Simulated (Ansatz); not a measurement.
# triplet C5H12Si: levels of theory compared

Aim: a comparison of 6 runs (U-r2SCAN/6-31G*, U-r2SCAN0/6-31G*, UB3LYP/6-31G*, UBHLYP/6-31G*, UBLYP/6-31G*, RPA@PBE0/6-31G*) of triplet C5H12Si. 

The calculation is run with Ansatz 0.2.0.

31 further runs of the same task are left out: 31 set aside as unsound or not needed.

## 1. The system as given

C5H12Si: 18 atoms, total charge 0, spin state triplet. As SMILES of the parent species, `C=C[Si](C)(C)C`. The coordinates come from a PBE0-D4/def2-TZVP relaxation. This is one conformer, not always the lowest. That shape belongs to the parent species and isn't relaxed for this state.

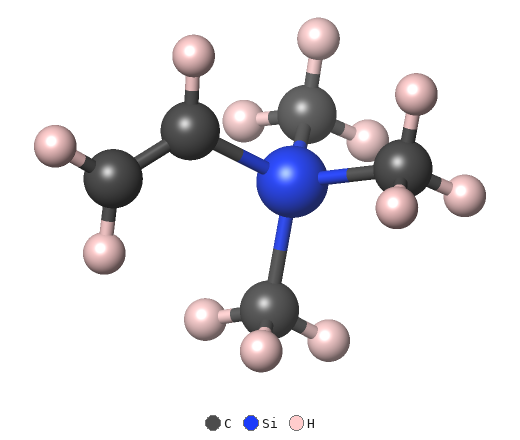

The structure, seen from a chosen angle (carbon dark grey, silicon blue, hydrogen pink).

## 2. The energy at U-r2SCAN/6-31G(d) (spherical functions) (run 1)

The input, input.yaml:

```yaml
crystal:
  periodic: [false, false, false]
  atoms:
    - {symbol: C, position_ang: [-2.463470, -0.560850, 0.441110]}
    - {symbol: C, position_ang: [-1.600000, 0.041460, -0.372240]}
    - {symbol: Si, position_ang: [0.250010, 0.097990, -0.111240]}
    - {symbol: C, position_ang: [0.693770, -0.817270, 1.461280]}
    - {symbol: C, position_ang: [0.791320, 1.889350, 0.012330]}
    - {symbol: C, position_ang: [1.095130, -0.702450, -1.581740]}
    - {symbol: H, position_ang: [-3.533840, -0.570330, 0.252000]}
    - {symbol: H, position_ang: [-2.138230, -1.076560, 1.340760]}
    - {symbol: H, position_ang: [-2.008990, 0.536650, -1.254490]}
    - {symbol: H, position_ang: [0.218540, -0.365270, 2.335650]}
    - {symbol: H, position_ang: [1.775050, -0.792910, 1.621980]}
    - {symbol: H, position_ang: [0.389440, -1.865980, 1.413780]}
    - {symbol: H, position_ang: [0.321910, 2.383320, 0.866720]}
    - {symbol: H, position_ang: [1.875770, 1.963820, 0.132240]}
    - {symbol: H, position_ang: [0.516990, 2.446350, -0.887640]}
    - {symbol: H, position_ang: [0.807560, -1.752570, -1.676110]}
    - {symbol: H, position_ang: [0.825840, -0.197420, -2.513330]}
    - {symbol: H, position_ang: [2.183160, -0.657310, -1.481070]}
basis:
  gaussian: {orbitals: 6-31G_st_-spherical.json}
magnetization: {spin_polarized: true, initial_magnetization: 2}
hamiltonian: {xc: {name: r2SCAN}}
accuracy: high
output: {orbitals: {seedname: orbitals}}
```

The basis set 6-31G* is read from a file made from the Basis Set Exchange's data (not shown).

Run with:

```console
$ ansatz run input.yaml --threads 1 --pin off --max-ram 3480MiB --events-out events.jsonl --progress --plain --runs-dir runs
```

The program printed:

```text
Warning: RAYON_NUM_THREADS=1 ignored (pool sized by the plan → 1); use --threads N
Functional definition: r2SCAN
  name "r2SCAN"
  parameter k0 = 0.174
  parameter k1 = 0.065
  parameter a1 = 4.9479
  exchange = r2scan_x(k0 = k0, k1 = k1, a1 = a1)
  correlation = r2scan_c
2859 factors; integrals over basis functions are off by at most 4.2e-9 eV
mean field evaluation 1: about -13234.9500 eV, gradient 5.5e1 eV
mean field evaluation 2: about -13229.1603 eV, gradient 6.2e1 eV
mean field evaluation 4: about -13249.8481 eV, gradient 1.4e0 eV
mean field evaluation 8: about -13249.8390 eV, gradient 5.6e-2 eV
mean field evaluation 16: about -13249.8391 eV, gradient 6.3e-5 eV
mean field -13249.83906764 eV, -486.9226046722 hartree, gradient 6.0e-8 eV, S^2 2.010436; 0 other end points of the search recorded, 0 dependent functions left out
reference -13249.83906922 eV, -486.9226047303 hartree; 29, 27 occupied and 83, 85 virtual orbitals, 2859 factors
Total energy: -13249.83906922 eV, -486.9226047303 hartree
```

Wall time 23 s (1 thread of Intel Xeon 6975P-C (Granite Rapids), shared host); peak memory 0.74 GiB.

## 3. A single-point energy at U-r2SCAN0/6-31G(d) (spherical functions) (run 2)

Edit input.yaml of step 2 so:

```diff
@@ -22,5 +22,9 @@
 basis:
-  gaussian: {orbitals: 6-31G_st_-spherical.json}
-magnetization: {spin_polarized: true, initial_magnetization: 2}
-hamiltonian: {xc: {name: r2SCAN}}
+  gaussian:
+    orbitals: 6-31G_st_-spherical.json
+magnetization:
+  spin_polarized: true
+  initial_magnetization: 2
+hamiltonian:
+  xc: {name: r2SCAN0}
 accuracy: high
```

The basis set 6-31G* is read from a file made from the Basis Set Exchange's data (not shown).

Run with:

```console
$ ansatz run input.yaml --threads 1 --pin off --max-ram 3480MiB --events-out events.jsonl --progress --plain --runs-dir runs
```

The program printed:

```text
Warning: RAYON_NUM_THREADS=1 ignored (pool sized by the plan → 1); use --threads N
Functional definition: r2SCAN0
  name "r2SCAN0"
  parameter a = 0.25
[... 3 set-up lines as earlier in the session ...]
  exchange = (1 - a)*r2scan_x(k0 = k0, k1 = k1, a1 = a1) + a*exact_x
[... 1 set-up line as earlier in the session ...]
2859 factors; integrals over basis functions are off by at most 4.2e-9 eV
mean field evaluation 1: about -13239.5720 eV, gradient 4.4e1 eV
mean field evaluation 2: about -13241.2040 eV, gradient 3.9e1 eV
mean field evaluation 4: about -13249.2119 eV, gradient 7.5e-1 eV
mean field evaluation 8: about -13249.6225 eV, gradient 1.2e-1 eV
mean field evaluation 16: about -13249.6227 eV, gradient 1.9e-4 eV
mean field -13249.62266599 eV, -486.9146520584 hartree, gradient 3.1e-8 eV, S^2 2.011131; 0 other end points of the search recorded, 0 dependent functions left out
reference -13249.62266720 eV, -486.9146521028 hartree; 29, 27 occupied and 83, 85 virtual orbitals, 2859 factors
Total energy: -13249.62266720 eV, -486.9146521028 hartree
```

Run time: 32 s. Hardware: 1 thread of Intel Xeon 6975P-C (Granite Rapids), shared host; peak memory 0.98 GiB.

Run 3 isn't shown in full; the table further down has it.

## 4. The energy at UBHLYP/6-31G(d) (spherical functions) (run 4)

The input, molecule.yaml:

```yaml
basis:
  gaussian: {orbitals: 6-31G_st_-spherical.json}
crystal:
  periodic: [false, false, false]
  atoms:
    - {symbol: C, position_ang: [-2.463470, -0.560850, 0.441110]}
    - {symbol: C, position_ang: [-1.600000, 0.041460, -0.372240]}
    - {symbol: Si, position_ang: [0.250010, 0.097990, -0.111240]}
    - {symbol: C, position_ang: [0.693770, -0.817270, 1.461280]}
    - {symbol: C, position_ang: [0.791320, 1.889350, 0.012330]}
    - {symbol: C, position_ang: [1.095130, -0.702450, -1.581740]}
    - {symbol: H, position_ang: [-3.533840, -0.570330, 0.252000]}
    - {symbol: H, position_ang: [-2.138230, -1.076560, 1.340760]}
    - {symbol: H, position_ang: [-2.008990, 0.536650, -1.254490]}
    - {symbol: H, position_ang: [0.218540, -0.365270, 2.335650]}
    - {symbol: H, position_ang: [1.775050, -0.792910, 1.621980]}
    - {symbol: H, position_ang: [0.389440, -1.865980, 1.413780]}
    - {symbol: H, position_ang: [0.321910, 2.383320, 0.866720]}
    - {symbol: H, position_ang: [1.875770, 1.963820, 0.132240]}
    - {symbol: H, position_ang: [0.516990, 2.446350, -0.887640]}
    - {symbol: H, position_ang: [0.807560, -1.752570, -1.676110]}
    - {symbol: H, position_ang: [0.825840, -0.197420, -2.513330]}
    - {symbol: H, position_ang: [2.183160, -0.657310, -1.481070]}
magnetization: {spin_polarized: true, initial_magnetization: 2}
hamiltonian: {xc: {name: BHLYP}}
accuracy: high
output: {orbitals: {seedname: orbitals}}
```

The basis set 6-31G* is read from a file made from the Basis Set Exchange's data (not shown).

Run with:

```console
$ ansatz run molecule.yaml --threads 1 --pin off --max-ram 3480MiB --events-out events.jsonl --progress --plain --runs-dir runs
```

The program printed:

```text
Warning: RAYON_NUM_THREADS=1 ignored (pool sized by the plan → 1); use --threads N
Functional definition: BHLYP
  name "BHLYP"
  parameter a = 0.5
  exchange = (1 - a)*b88_x + a*exact_x
  correlation = lyp_c
2859 factors; integrals over basis functions are off by at most 4.2e-9 eV
mean field evaluation 1: about -13242.9349 eV, gradient 3.9e1 eV
mean field evaluation 2: about -13246.4592 eV, gradient 2.8e1 eV
mean field evaluation 4: about -13250.5764 eV, gradient 5.8e-1 eV
mean field evaluation 8: about -13250.6387 eV, gradient 9.0e-2 eV
mean field evaluation 16: about -13250.6388 eV, gradient 1.9e-4 eV
mean field -13250.63884254 eV, -486.9519958579 hartree, gradient 4.5e-8 eV, S^2 2.008301; 0 other end points of the search recorded, 0 dependent functions left out
reference -13250.63887289 eV, -486.9519969732 hartree; 29, 27 occupied and 83, 85 virtual orbitals, 2859 factors
Total energy: -13250.63887289 eV, -486.9519969732 hartree
```

Wall time 18 s (1 thread of Intel Xeon 6975P-C (Granite Rapids), shared host); peak memory 0.74 GiB.

Run 5 isn't shown in full; the table further down has it.

## 5. The energy at RPA@PBE0/6-31G(d) (spherical functions) (run 6)

The input, run.yaml:

```yaml
crystal:
  periodic: [false, false, false]
  atoms:
    - {symbol: C, position_ang: [-2.463470, -0.560850, 0.441110]}
    - {symbol: C, position_ang: [-1.600000, 0.041460, -0.372240]}
    - {symbol: Si, position_ang: [0.250010, 0.097990, -0.111240]}
    - {symbol: C, position_ang: [0.693770, -0.817270, 1.461280]}
    - {symbol: C, position_ang: [0.791320, 1.889350, 0.012330]}
    - {symbol: C, position_ang: [1.095130, -0.702450, -1.581740]}
    - {symbol: H, position_ang: [-3.533840, -0.570330, 0.252000]}
    - {symbol: H, position_ang: [-2.138230, -1.076560, 1.340760]}
    - {symbol: H, position_ang: [-2.008990, 0.536650, -1.254490]}
    - {symbol: H, position_ang: [0.218540, -0.365270, 2.335650]}
    - {symbol: H, position_ang: [1.775050, -0.792910, 1.621980]}
    - {symbol: H, position_ang: [0.389440, -1.865980, 1.413780]}
    - {symbol: H, position_ang: [0.321910, 2.383320, 0.866720]}
    - {symbol: H, position_ang: [1.875770, 1.963820, 0.132240]}
    - {symbol: H, position_ang: [0.516990, 2.446350, -0.887640]}
    - {symbol: H, position_ang: [0.807560, -1.752570, -1.676110]}
    - {symbol: H, position_ang: [0.825840, -0.197420, -2.513330]}
    - {symbol: H, position_ang: [2.183160, -0.657310, -1.481070]}
basis:
  gaussian: {orbitals: 6-31G_st_-spherical.json}
total_charge: 0
magnetization: {spin_polarized: true, initial_magnetization: 2}
hamiltonian: {xc: pbe0}
correlation: {method: rpa, frozen_orbitals: {C: 1, H: 0, Si: 5}}
accuracy: high
```

The basis set 6-31G* is read from a file made from the Basis Set Exchange's data (not shown).

Run with:

```console
$ ansatz run run.yaml --threads 1 --pin off --max-ram 3480MiB --events-out events.jsonl --progress --plain --runs-dir runs
```

The program printed, cut to the lines that bear on the results:

```text
Warning: RAYON_NUM_THREADS=1 ignored (pool sized by the plan → 1); use --threads N
Functional definition: PBE0
  name "PBE0"
[...]
2859 factors; integrals over basis functions are off by at most 4.2e-9 eV
[...]
mean field -13243.99505143 eV, -486.7078410380 hartree, gradient 5.7e-8 eV, S^2 2.007672; 0 other end points of the search recorded, 0 dependent functions left out
10 core orbitals not correlated: weight in the atoms' cores, before any rotation towards them, 1.000 or more for the frozen orbitals, at most 0.000 for the correlated occupied ones
reference -13200.35552989 eV, -485.1041182011 hartree; 19, 17 occupied and 83, 85 virtual orbitals, 2859 factors
Total energy: -13229.18358321 eV, -486.1635296202 hartree
```

Wall time 28 s (1 thread of Intel Xeon 6975P-C (Granite Rapids), shared host); peak memory 0.74 GiB.

## 6. The series

```csv
run,level,frozen core orbitals,energy (Eh),HOMO energy (eV),⟨S²⟩,wall time
1,U-r2SCAN/6-31G* (spherical functions),–,-486.922605,-2.24,2.010,23 s
2,U-r2SCAN0/6-31G* (spherical functions),–,-486.914652,-3.47,2.011,32 s
3,UB3LYP/6-31G* (spherical functions),–,-487.098474,-2.76,2.006,19 s
4,UBHLYP/6-31G* (spherical functions),–,-486.951997,-4.21,2.008,18 s
5,UBLYP/6-31G* (spherical functions),–,-486.924352,-1.49,2.005,17 s
6,RPA@PBE0/6-31G* (spherical functions),10,-486.163530,–,2.008,28 s
```

## 7. Outcome

| quantity | value |
| --- | --- |
| run 6: total energy | -486.16353 Eh |
| run 6: RPA correlation energy (valence) | -1059.4 mEh |
| run 6: ⟨S²⟩ of the reference determinant | 2.008 |

In words: Totals of different functionals can't be ranked against each other. All runs together took 2.3 min, the longest 32 s.
